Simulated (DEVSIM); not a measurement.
Structure: GaP/Si n-p heterojunction, at 300 K.

| layer (left to right) | material | thickness (μm) | Nd (cm⁻³) | Na (cm⁻³) | τn (s) | τp (s) |
|---|---|---|---|---|---|---|
| 1 | GaP | 0.200 | 2.6e16 | - | 2.8e-7 | 2.8e-7 |
| 2 | Si | 1.70 | - | 3e15 | 2.8e-7 | 2.8e-7 |

Left contact: ohmic. Right contact: ohmic. Voltage is applied to the left contact. Recombination: SRH at mid-gap, radiative, Auger. Mobility is μmin + (μ − μmin)/(1 + (N/Nref)^α).

Constants are typed, rounded textbook-type inputs, not results; the design itself was drawn at random and stands for no fabricated device. Values at 300 K.

```csv
parameter,GaP,Si
gap (eV),2.26,1.124
affinity (eV),3.8,4.05
permittivity,11.1,11.7
Nc (cm⁻³),1.8e19,2.86e19
Nv (cm⁻³),1.9e19,3.1e19
μn (cm²/Vs),250,1417
μp (cm²/Vs),150,470
"μn,min",10,52
"μp,min",10,45
"Nref,n",4.4e18,9.7e16
"Nref,p",1e18,2.2e17
αn,0.8,0.68
αp,0.85,0.72
B (cm³/s),1e-13,4.7e-15
Cn (cm⁶/s),1e-30,2.8e-31
Cp (cm⁶/s),1e-30,9.9e-32
```

Simulated with DEVSIM: 1D drift-diffusion, Boltzmann statistics, complete ionisation; no tunnelling, impact ionisation, image-force lowering or self-heating. Band offsets follow the typed affinities; no thermionic-emission limit at abrupt steps, no polarisation charge.

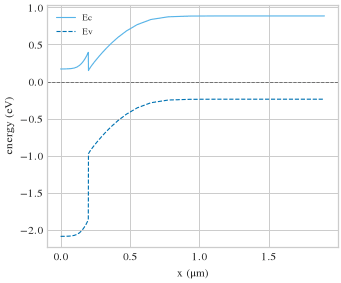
*Band edges at zero bias*

Energies count from the Fermi level of the right contact; mesh points crowd at the junctions.

```csv
x (μm),Ec (eV),Ev (eV),n (cm⁻³),p (cm⁻³),field (V/cm)
0.000,0.169,-2.091,2.6e16,< 1e2,210
0.005110,0.169,-2.091,2.6e16,< 1e2,220
0.01539,0.169,-2.091,2.6e16,< 1e2,260
0.03605,0.170,-2.090,2.5e16,< 1e2,480
0.09931,0.183,-2.077,1.5e16,< 1e2,5000
0.1507,0.243,-2.017,1.5e15,< 1e2,21000
0.1781,0.314,-1.946,9.4e13,< 1e2,32000
0.1944,0.372,-1.888,1.0e13,< 1e2,39000
0.1998,0.393,-1.867,4.4e12,< 1e2,41000
0.2044,0.160,-0.964,5.8e16,2000,33000
0.2144,0.190,-0.934,1.8e16,6400,28000
0.2460,0.269,-0.855,8.5e14,140000,24000
0.3007,0.391,-0.733,7.9e12,1.5e7,21000
0.4143,0.598,-0.526,2.6e9,4.4e10,16000
0.7756,0.874,-0.250,60000,1.9e15,1400
1.287,0.885,-0.239,39000,3.0e15,≈ 0
1.607,0.885,-0.239,39000,3.0e15,≈ 0
1.762,0.885,-0.239,39000,3.0e15,≈ 0
1.851,0.885,-0.239,39000,3.0e15,≈ 0
1.879,0.885,-0.239,39000,3.0e15,≈ 0
1.892,0.885,-0.239,39000,3.0e15,≈ 0
1.900,0.885,-0.239,39000,3.0e15,≈ 0
```
